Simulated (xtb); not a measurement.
## Energy and gradient calculation of C$_{2}$H$_{5}$AlBr

The run: energy and gradient calculation of C$_{2}$H$_{5}$AlBr, multiplicity 4, SMILES [CH2][Al]([CH3])[Br]. Method and program: GFN2-xTB (xtb 6.7.1).

The geometry is that of the parent species in another charge or spin state. The geometry comes from this level: PBE0-D4/def2-TZVP.

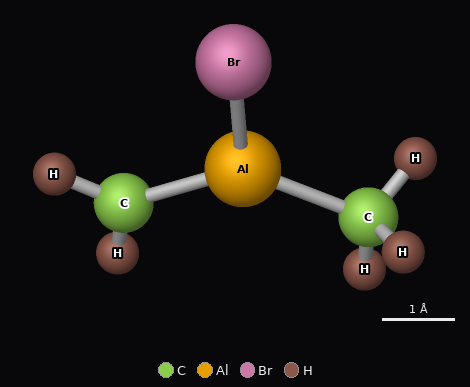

The input geometry (ball-and-stick view, seen at a tilt). Sticks mark near contacts.

Results in brief

| quantity | value |
| --- | --- |
| outcome | converged |
| electrons treated | 23 |
| total energy | −11.763784 hartree |
| dispersion energy | −0.004394 hartree |
| basis functions | 33 |
| largest force | 2.839 eV/Å |
| dipole moment | 5.04 D |
| hardware | 1 thread of Intel Xeon @ 2.50GHz (Skylake/Cascade Lake), 16 GiB of memory available, shared host |
| peak memory | 0.07 GiB |

The input (geom.xyz)
```
9

C     -0.28210     1.73870    -0.76580
Al    -0.27470    -0.15720    -0.48810
C      0.50760    -1.07460     1.03130
Br    -1.27940    -1.40640    -2.09660
H     -0.73270     2.21950    -1.63170
H      0.16220     2.45540    -0.07680
H     -0.25400    -1.64170     1.57470
H      1.26080    -1.79670     0.70310
H      0.98090    -0.38320     1.73270
```

Launch command:
```bash
xtb geom.xyz --chrg 0 -u 3 --grad | tee out.txt
```

What the program printed
```
* xtb version 6.7.1
   ID    Z sym.   atoms
    1    6 C      1, 3
    2   13 Al     2
    3   35 Br     4
    4    1 H      5-9

           -------------------------------------------------
          |                Calculation Setup                |
           -------------------------------------------------

          program call               : xtb geom.xyz --chrg 0 -u 3 --grad
          coordinate file            : geom.xyz
          omp threads                :                     1

           -------------------------------------------------
          |                 G F N 2 - x T B                 |
           -------------------------------------------------

      * Hamiltonian:
        H0-scaling (s, p, d)           1.850000    2.230000    2.230000
        zeta-weighting                 0.500000
      * Dispersion:
        s8                             2.700000
        a1                             0.520000
        a2                             5.000000
        s9                             5.000000
      * Repulsion:
        kExp                           1.500000    1.000000
        rExp                           1.000000
      * Coulomb:
        alpha                          2.000000
        third order                    shell-resolved
        anisotropic                    true
        a3                             3.000000
        a5                             4.000000
        cn-shift                       1.200000
        cn-exp                         4.000000
        max-rad                        5.000000

          ...................................................
          :                      SETUP                      :
          :.................................................:
          :  # basis functions                  33          :
          :  # atomic orbitals                  31          :
          :  # shells                           15          :
          :  # electrons                        23          :
          :  max. iterations                   250          :
          :  Hamiltonian                  GFN2-xTB          :
          :  restarted?                      false          :
          :  GBSA solvation                  false          :
          :  PC potential                    false          :
          :  electronic temp.          300.0000000     K    :
          :  accuracy                    1.0000000          :
          :  -> integral cutoff          0.2500000E+02      :
          :  -> integral neglect         0.1000000E-07      :
          :  -> SCF convergence          0.1000000E-05 Eh   :
          :  -> wf. convergence          0.1000000E-03 e    :
          :  Broyden damping             0.4000000          :
          :  net charge                          0          :
          :  unpaired electrons                  3          :
          ...................................................

 iter      E             dE          RMSdq      gap      omega  full diag
   1    -11.8278928 -0.118279E+02  0.101E+01    0.60       0.0  T
   2    -11.7236348  0.104258E+00  0.937E+00    1.00       1.0  T
   3    -11.8422766 -0.118642E+00  0.659E+00    1.18       1.0  T
   4    -11.8471108 -0.483423E-02  0.348E+00    1.79       1.0  T
   5    -11.8528097 -0.569893E-02  0.294E+00    1.81       1.0  T
   6    -11.8721349 -0.193252E-01  0.167E+00    1.80       1.0  T
   7    -11.7559460  0.116189E+00  0.506E+00    1.80       1.0  T
   8    -11.8715038 -0.115558E+00  0.176E+00    1.83       1.0  T
   9    -11.8753494 -0.384560E-02  0.134E+00    1.83       1.0  T
  10    -11.8816271 -0.627768E-02  0.910E-01    1.84       1.0  T
  11    -11.8736590  0.796810E-02  0.174E+00    1.81       1.0  T
  12    -11.8538345  0.198245E-01  0.267E+00    1.81       1.0  T
  13    -11.8849154 -0.310809E-01  0.584E-01    1.82       1.0  T
  14    -11.8846712  0.244266E-03  0.641E-01    1.83       1.0  T
  15    -11.8846293  0.418972E-04  0.650E-01    1.83       1.0  T
  16    -11.8799969  0.463242E-02  0.137E+00    1.82       1.0  T
  17    -11.8818387 -0.184185E-02  0.135E+00    1.82       1.0  T
  18    -11.8833055 -0.146679E-02  0.117E+00    1.82       1.0  T
  19    -11.8853340 -0.202852E-02  0.688E-01    1.82       1.0  T
  20    -11.8860765 -0.742527E-03  0.408E-01    1.82       1.0  T
  21    -11.8865266 -0.450039E-03  0.424E-02    1.82       1.0  T
  22    -11.8865288 -0.217336E-05  0.398E-02    1.82       1.0  T
  23    -11.8865165  0.122871E-04  0.554E-02    1.82       1.0  T
  24    -11.8865223 -0.583910E-05  0.450E-02    1.82       1.0  T
  25    -11.8865288 -0.653341E-05  0.298E-02    1.82       1.1  T
  26    -11.8865321 -0.330498E-05  0.170E-02    1.82       2.0  T
  27    -11.8865335 -0.134056E-05  0.696E-03    1.82       4.8  T
  28    -11.8865337 -0.258153E-06  0.195E-03    1.82      17.1  T
  29    -11.8865338 -0.829885E-08  0.952E-04    1.82      35.0  T
  30    -11.8865338 -0.344634E-08  0.532E-04    1.82      62.7  T

   *** convergence criteria satisfied after 30 iterations ***

         #    Occupation            Energy/Eh            Energy/eV
      -------------------------------------------------------------
         1        2.0000           -0.8249818             -22.4489
       ...           ...                  ...                  ...
         7        2.0000           -0.4794217             -13.0457
         8        1.9750           -0.4180556             -11.3759
         9        1.9714           -0.4179254             -11.3723
        10        1.8737           -0.4164144             -11.3312
        11        1.1800           -0.4131364             -11.2420
        12        1.0000           -0.3682233             -10.0199
        13        1.0000           -0.2329837              -6.3398 (HOMO)
        14                         -0.1659319              -4.5152 (LUMO)
        15                         -0.0769135              -2.0929
        16                         -0.0663604              -1.8058
        17                         -0.0556552              -1.5145
        18                         -0.0191156              -0.5202
       ...                                ...                  ...
        31                          1.6018158              43.5876
      -------------------------------------------------------------
                  HL-Gap            0.0670518 Eh            1.8246 eV
             Fermi-level           -0.3070174 Eh           -8.3544 eV

 SCC (total)                   0 d,  0 h,  0 min,  0.013 sec
 SCC setup                      ...        0 min,  0.000 sec (  0.758%)
 Dispersion                     ...        0 min,  0.000 sec (  0.346%)
 classical contributions        ...        0 min,  0.000 sec (  0.139%)
 integral evaluation            ...        0 min,  0.001 sec (  8.477%)
 iterations                     ...        0 min,  0.010 sec ( 72.861%)
 molecular gradient             ...        0 min,  0.002 sec ( 16.302%)
 printout                       ...        0 min,  0.000 sec (  1.022%)

         :::::::::::::::::::::::::::::::::::::::::::::::::::::
         ::                     SUMMARY                     ::
         :::::::::::::::::::::::::::::::::::::::::::::::::::::
         :: total energy             -11.763784250377 Eh    ::
         :: gradient norm              0.076051043017 Eh/a0 ::
         :: HOMO-LUMO gap              1.824572097739 eV    ::
         ::.................................................::
         :: SCC energy               -11.886524643704 Eh    ::
         :: -> isotropic ES            0.014459765618 Eh    ::
         :: -> anisotropic ES          0.000398965366 Eh    ::
         :: -> anisotropic XC         -0.001298776573 Eh    ::
         :: -> dispersion             -0.004393527109 Eh    ::
         :: repulsion energy           0.122740393327 Eh    ::
         :: add. restraining           0.000000000000 Eh    ::
         :: total charge               0.000000000000 e     ::
         :::::::::::::::::::::::::::::::::::::::::::::::::::::

           -------------------------------------------------
          |                Property Printout                |
           -------------------------------------------------

    * Orbital Energies and Occupations

         #    Occupation            Energy/Eh            Energy/eV
      -------------------------------------------------------------
         1        2.0000           -0.8249818             -22.4489
         2        2.0000           -0.6074298             -16.5290
         3        2.0000           -0.5834023             -15.8752
         4        2.0000           -0.4991106             -13.5815
         5        2.0000           -0.4968825             -13.5209
         6        2.0000           -0.4868481             -13.2478
         7        2.0000           -0.4794217             -13.0457
         8        1.9750           -0.4180556             -11.3759
         9        1.9714           -0.4179254             -11.3723
        10        1.8737           -0.4164144             -11.3312
        11        1.1800           -0.4131364             -11.2420
        12        1.0000           -0.3682233             -10.0199
        13        1.0000           -0.2329837              -6.3398 (HOMO)
        14                         -0.1659319              -4.5152 (LUMO)
        15                         -0.0769135              -2.0929
        16                         -0.0663604              -1.8058
        17                         -0.0556552              -1.5145
        18                         -0.0191156              -0.5202
        19                          0.0371522               1.0110
        20                          0.0549034               1.4940
        21                          0.0756683               2.0590
        22                          0.1318992               3.5892
        23                          0.1456748               3.9640
        24                          0.1556260               4.2348
       ...                                ...                  ...
        31                          1.6018158              43.5876
      -------------------------------------------------------------
                  HL-Gap            0.0670518 Eh            1.8246 eV
             Fermi-level           -0.3070174 Eh           -8.3544 eV

     #   Z          covCN         q      C6AA      α(0)
     1   6 C        2.693    -0.147    31.764     9.224
     2  13 Al       2.479     0.198   100.255    20.629
     3   6 C        3.614    -0.147    23.897     7.055
     4  35 Br       0.792    -0.217   190.687    22.263
     5   1 H        0.925     0.066     2.133     2.284
     6   1 H        0.925     0.053     2.282     2.362
     7   1 H        0.924     0.070     2.085     2.258
     8   1 H        0.924     0.070     2.082     2.256
     9   1 H        0.924     0.054     2.268     2.355

 Mol. C6AA /au·bohr⁶  :       1710.149729
 Mol. C8AA /au·bohr⁸  :      82453.350299
 Mol. α(0) /au        :         70.687384

Wiberg/Mayer (AO) data.
largest (>0.10) Wiberg bond orders for each atom

 ---------------------------------------------------------------------------
     #   Z sym  total        # sym  WBO       # sym  WBO       # sym  WBO
 ---------------------------------------------------------------------------
     1   6 C    2.960 --     5 H    0.943     6 H    0.943     2 Al   0.936
     2  13 Al   2.871 --     4 Br   0.978     1 C    0.936     3 C    0.721
     3   6 C    3.633 --     9 H    0.946     8 H    0.926     7 H    0.925
                             2 Al   0.721
     4  35 Br   1.092 --     2 Al   0.978
     5   1 H    0.990 --     1 C    0.943
     6   1 H    0.989 --     1 C    0.943
     7   1 H    0.992 --     3 C    0.925
     8   1 H    0.992 --     3 C    0.926
     9   1 H    0.994 --     3 C    0.946
 ---------------------------------------------------------------------------

Topologies differ in total number of bonds
Writing topology from bond orders to xtbtopo.mol

molecular dipole:
                 x           y           z       tot (Debye)
 q only:        0.519       0.359       0.873
   full:        0.925       0.862       1.528       5.041
molecular quadrupole (traceless):
                xx          xy          yy          xz          yz          zz
 q only:        0.368      -2.497       1.507      -2.466      -4.393      -1.875
  q+dip:        0.281      -5.718       4.065      -5.271     -10.262      -4.346
   full:       -0.925      -5.304       4.530      -3.612      -9.903      -3.605

           -------------------------------------------------
          | TOTAL ENERGY              -11.763784250377 Eh   |
          | GRADIENT NORM               0.076051043017 Eh/α |
          | HOMO-LUMO GAP               1.824572097739 eV   |
           -------------------------------------------------

------------------------------------------------------------------------
------------------------------------------------------------------------
 total:
 *  cpu-time:     0 d,  0 h,  0 min,  0.024 sec
 * ratio c/w:     1.000 speedup
 SCF:
 *  cpu-time:     0 d,  0 h,  0 min,  0.013 sec
 * ratio c/w:     1.000 speedup
```
